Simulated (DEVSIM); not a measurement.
System: Si n-i-p diode, at 400 K.

| layer (left to right) | material | thickness (μm) | Nd (cm⁻³) | Na (cm⁻³) | τn (s) | τp (s) |
|---|---|---|---|---|---|---|
| 1 | Si | 0.510 | 5.2e17 | - | 1.1e-7 | 1.1e-7 |
| 2 | Si | 13.0 | - | 1.9e13 | 1.1e-7 | 1.1e-7 |
| 3 | Si | 0.280 | - | 4.1e18 | 1.1e-7 | 1.1e-7 |

Left contact: ohmic. Right contact: ohmic. Voltage is applied to the left contact. Recombination: SRH at mid-gap, radiative, Auger. Mobility is constant in doping.

Constants are typed, rounded textbook-type inputs, not results; the design itself was drawn at random and stands for no fabricated device. Values at 300 K; Nc and Nv go as T^1.5, mobilities as T to minus their exponent, the gap by Varshni's rule with the affinity fixed.

```csv
parameter,Si
gap (eV),1.124
affinity (eV),4.05
permittivity,11.7
Nc (cm⁻³),2.86e19
Nv (cm⁻³),3.1e19
μn (cm²/Vs),1417
μp (cm²/Vs),470
T exponent of μn,2.3
T exponent of μp,2.2
B (cm³/s),4.7e-15
Cn (cm⁶/s),2.8e-31
Cp (cm⁶/s),9.9e-32
Varshni α (eV/K),0.000473
Varshni β (K),636
```

Simulated with DEVSIM: 1D drift-diffusion, Boltzmann statistics, complete ionisation; no tunnelling, impact ionisation, image-force lowering or self-heating.

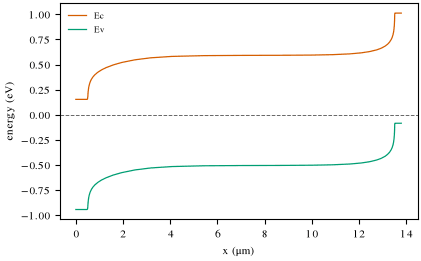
Fig. 1. Band edges at zero bias

Energies count from the Fermi level of the right contact; mesh points crowd at the junctions.

```
x (μm)   Ec (eV)  Ev (eV)  n (cm⁻³)  p (cm⁻³)  field (V/cm)
-------  -------  -------  --------  --------  ------------
0.000      0.153   -0.943    5.2e17     6.2e7           ≈ 0
0.03330    0.153   -0.943    5.2e17     6.2e7           ≈ 0
0.1083     0.153   -0.943    5.2e17     6.2e7           ≈ 0
0.2845     0.153   -0.943    5.2e17     6.2e7           ≈ 0
0.4501     0.153   -0.943    5.2e17     6.2e7           ≈ 0
0.4982     0.160   -0.936    4.2e17     7.6e7         10000
0.5252     0.236   -0.860    4.7e16     6.9e8         22000
0.6189     0.333   -0.764    2.8e15    1.1e10          5600
0.8112     0.399   -0.697    4.1e14    7.8e10          2300
1.282      0.469   -0.628    5.4e13    5.9e11          1000
2.514      0.547   -0.549    5.6e12    5.7e12           380
7.010      0.591   -0.506    1.6e12    2.0e13           ≈ 0
10.87      0.598   -0.498    1.3e12    2.5e13            70
12.44      0.629   -0.468    5.3e11    6.1e13           450
13.21      0.703   -0.394    6.2e10    5.2e14          2200
13.40      0.769   -0.328     9.0e9    3.6e15          6100
13.48      0.850   -0.247     8.7e8    3.7e16         20000
13.51      1.003   -0.093     1.0e7    3.2e18         37000
13.57      1.012   -0.085   7900000    4.1e18           ≈ 0
13.66      1.012   -0.085   7900000    4.1e18           ≈ 0
13.74      1.012   -0.085   7900000    4.1e18           ≈ 0
13.79      1.012   -0.085   7900000    4.1e18           ≈ 0
```
